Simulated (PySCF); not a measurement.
Spin–spin coupling calculation, with input and output: C₄H₇FSi

- system: C₄H₇FSi
- method: B3LYP/def2-TZVP indirect spin-spin coupling, non-relativistic, gas phase (PySCF 2.14.0)

The geometry comes from this level: PBE0-D3(BJ)/def2-SVP. Figures and captions count atoms from 1; the log counts them from 0 in places.

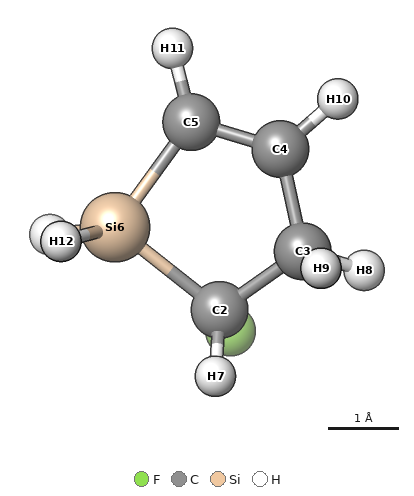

The structure (ball-and-stick view, seen at a tilt; atoms are numbered from 1 in the order of the input). Bond lengths as drawn: C–C 1.34 to 1.53 Å, C–F 1.39 Å, C–H 1.09 to 1.11 Å, C–Si 1.87 to 1.92 Å and H–Si 1.49 to 1.50 Å.

Input
```
{"job": {"kind": "j", "xc": "B3LYP", "basis": "def2-TZVP"}, "charge": 0, "multiplicity": 1}
F      0.609786    -1.811480    -1.062064
C      0.623397    -1.060570     0.109944
C      1.211629     0.318616    -0.193460
C      0.113465     1.302299    -0.506751
C     -1.155964     0.995306    -0.189738
Si    -1.200124    -0.696532     0.593850
H      1.230627    -1.607069     0.849395
H      1.930091     0.223269    -1.025394
H      1.794735     0.687052     0.670417
H      0.389674     2.265421    -0.954868
H     -1.971588     1.699584    -0.372576
H     -1.419409    -0.651976     2.074987
H     -2.151085    -1.680164    -0.001004
```

The first line tells a small driver script what to run in PySCF; the rest is the geometry in Å.

Launch command:
```bash
OMP_NUM_THREADS=1 python <driver script> task.json out
```

The program's output
```
coarse grid: 11400 points
cycle   1  E = -546.0153548282  dE =  5.524e-01  |g| = 5.891e-01  |ddm| = 2.758e+00
cycle   2  E = -545.9429465146  dE =  7.241e-02  |g| = 8.809e-01  |ddm| = 1.417e+00
cycle   3  E = -546.0820248223  dE = -1.391e-01  |g| = 8.856e-02  |ddm| = 1.002e+00
cycle   4  E = -546.0829590387  dE = -9.342e-04  |g| = 4.776e-02  |ddm| = 8.331e-02
cycle   5  E = -546.0834792470  dE = -5.202e-04  |g| = 1.004e-02  |ddm| = 3.895e-02
cycle   6  E = -546.0834976072  dE = -1.836e-05  |g| = 5.312e-03  |ddm| = 1.228e-02
cycle   7  E = -546.0835043535  dE = -6.746e-06  |g| = 6.680e-04  |ddm| = 3.696e-03
final grid: 105968 points
cycle   8  E = -546.0789316591  dE = -4.505e-05  |g| = 6.171e-03  |ddm| = 5.289e-02
cycle   9  E = -546.0789221691  dE =  9.490e-06  |g| = 9.221e-03  |ddm| = 1.083e-02
cycle  10  E = -546.0789398136  dE = -1.764e-05  |g| = 8.133e-04  |ddm| = 6.286e-03
cycle  11  E = -546.0789398967  dE = -8.310e-08  |g| = 3.406e-04  |ddm| = 9.293e-04
cycle  12  E = -546.0789399204  dE = -2.364e-08  |g| = 4.219e-05  |ddm| = 3.734e-04
cycle  13  E = -546.0789399208  dE = -3.873e-10  |g| = 1.138e-05  |ddm| = 5.306e-05
```

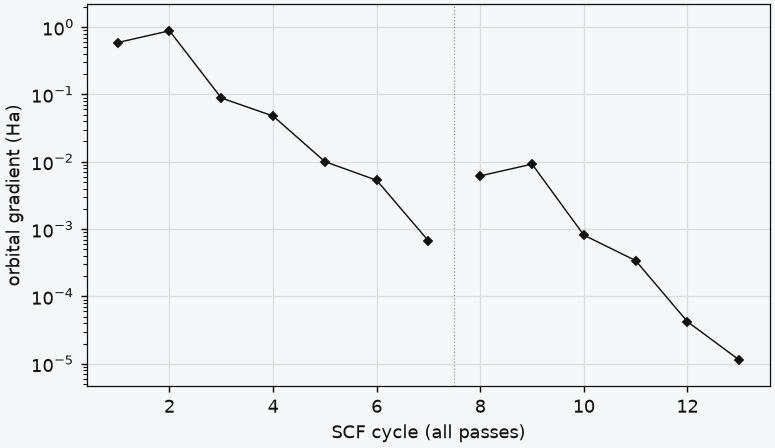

Convergence of the self-consistent field: orbital gradient against the SCF cycle. The dotted line marks the change from a coarse to the final integration grid. The first 7 cycles use a coarse grid, the final grid takes over at cycle 8, and the field converges after 13 cycles in all.

```
converged SCF energy = -546.0789399208

Indirect spin-spin couplings (Hz)
  i      j    bonds     total        FC       PSO       DSO        SD
  0 F    1 C    1   -270.589  -329.279    34.849     0.899    22.942
  0 F    2 C    2     20.701    20.260    -0.522     0.040     0.923
  0 F    3 C    3     -1.362    -0.565    -0.275    -0.068    -0.453
  0 F    4 C    3     -0.493    -0.304     0.157    -0.104    -0.242
  0 F    5 Si   2    -25.290   -30.899     5.830     0.005    -0.225
  0 F    6 H    2     53.539    45.477    11.859    -0.847    -2.950
  0 F    7 H    3     34.276    34.005     0.423     0.606    -0.757
  0 F    8 H    3     29.441    30.785     0.577    -1.681    -0.239
  0 F    9 H    4      0.176     0.353     0.938    -1.054    -0.060
  0 F   10 H    4     -0.228     0.278     0.785    -1.138    -0.153
  0 F   11 H    3     23.536    24.837     0.273    -1.569    -0.005
  0 F   12 H    3     12.433    12.510    -0.070     0.300    -0.307
  1 C    2 C    1     33.126    33.921    -1.081     0.285         -
  1 C    3 C    2      2.924     3.010    -0.139     0.053         -
  1 C    4 C    2      9.017     9.165    -0.185     0.036         -
  1 C    5 Si   1    -55.785   -54.984     1.191    -0.130    -1.862
  1 C    6 H    1    150.632   149.520    -0.104     1.216         -
  1 C    7 H    2     -5.678    -5.762     0.035     0.049         -
  1 C    8 H    2      3.026     3.038    -0.078     0.066         -
  1 C    9 H    3      7.308     7.422     0.248    -0.363         -
  1 C   10 H    3      4.431     4.593     0.211    -0.373         -
  1 C   11 H    2     14.061    14.205    -0.050    -0.094         -
  1 C   12 H    2      1.452     1.591    -0.002    -0.137         -
  2 C    3 C    1     43.136    44.435    -1.536     0.237         -
  2 C    4 C    2      4.817     5.230    -0.409    -0.004         -
  2 C    5 Si   2     -7.907    -8.133     0.225    -0.014     0.015
  2 C    6 H    2      0.373     0.512    -0.098    -0.041         -
  2 C    7 H    1    129.619   127.641     1.001     0.976         -
  2 C    8 H    1    124.044   121.883     1.210     0.951         -
  2 C    9 H    2      8.565     8.754     0.012    -0.201         -
  2 C   10 H    3     12.101    12.276     0.276    -0.450         -
  2 C   11 H    3      0.168     0.276     0.076    -0.184         -
  2 C   12 H    3      2.556     2.749     0.189    -0.382         -
  3 C    4 C    1     62.318    71.528    -9.405     0.194         -
  3 C    5 Si   2     -7.944    -8.205     0.277    -0.001    -0.015
  3 C    6 H    3      9.086     9.263     0.199    -0.375         -
  3 C    7 H    2     -4.303    -4.154    -0.081    -0.068         -
  3 C    8 H    2     -6.306    -6.326     0.058    -0.038         -
  3 C    9 H    1    157.897   156.976     0.086     0.835         -
  3 C   10 H    2     -1.622     0.241    -1.458    -0.405         -
  3 C   11 H    3      3.592     3.796     0.068    -0.272         -
  3 C   12 H    3      5.645     5.884     0.139    -0.378         -
  4 C    5 Si   1    -56.917   -58.380     2.475    -0.102    -0.910
  4 C    6 H    3      3.223     3.454     0.158    -0.389         -
  4 C    7 H    3      6.504     6.704     0.196    -0.396         -
  4 C    8 H    3      4.636     4.822     0.082    -0.268         -
  4 C    9 H    2      0.468     2.101    -1.204    -0.429         -
  4 C   10 H    1    160.221   159.056     0.346     0.819         -
  4 C   11 H    2      5.317     5.496     0.016    -0.195         -
  4 C   12 H    2      7.073     7.284     0.020    -0.231         -
  5 Si   6 H    2     -3.928    -3.853     0.057     0.098    -0.229
  5 Si   7 H    3     -5.407    -5.507    -0.222     0.288     0.034
  5 Si   8 H    3      1.498     1.334    -0.022     0.122     0.064
  5 Si   9 H    3    -14.860   -15.076    -0.193     0.332     0.077
  5 Si  10 H    2    -12.716   -12.766     0.081     0.226    -0.257
  5 Si  11 H    1   -161.020  -161.253     0.719    -0.266    -0.220
  5 Si  12 H    1   -179.961  -180.264     0.853    -0.274    -0.275
  6 H    7 H    3      0.475     0.604     0.904    -1.033         -
  6 H    8 H    3      5.325     5.064    -0.340     0.601         -
  6 H    9 H    4      0.374     0.743     1.394    -1.763         -
  6 H   11 H    3      0.056     0.054    -0.042     0.044         -
  6 H   12 H    3     -0.619    -0.158     0.842    -1.303         -
  7 H    8 H    2    -18.539   -18.598     1.767    -1.709         -
  7 H    9 H    3      3.575     3.527     0.323    -0.275         -
  7 H   10 H    4     -1.929    -1.557     1.305    -1.678         -
  7 H   11 H    4      1.002     1.462     1.156    -1.616         -
  7 H   12 H    4      0.175     0.589     1.014    -1.428         -
  8 H    9 H    3      2.271     2.338     0.761    -0.828         -
  8 H   10 H    4     -3.750    -3.389     1.222    -1.583         -
  8 H   11 H    4      1.043     1.122     0.095    -0.174         -
  8 H   12 H    4      0.514     1.126     1.160    -1.772         -
  9 H   10 H    3      9.177     9.468     0.253    -0.544         -
  9 H   11 H    4     -1.533    -1.110     0.987    -1.410         -
  9 H   12 H    4     -0.233     0.258     1.065    -1.556         -
 10 H   11 H    3     -0.143     0.191     0.702    -1.035         -
 10 H   12 H    3     -0.668    -0.390     0.573    -0.852         -
 11 H   12 H    2      9.657    10.467     0.926    -1.736         -
```

Results in brief

```json
{"quantity": "outcome", "value": "converged"}
{"quantity": "total energy", "value": "−546.078940 hartree"}
{"quantity": "HOMO", "value": "−7.45 eV"}
{"quantity": "LUMO", "value": "−0.61 eV"}
{"quantity": "dipole moment", "value": "1.89 D"}
{"quantity": "hardware", "value": "1 CPU thread, shared host"}
{"quantity": "wall time", "value": "70 s"}
{"quantity": "peak memory", "value": "0.91 GiB"}
```
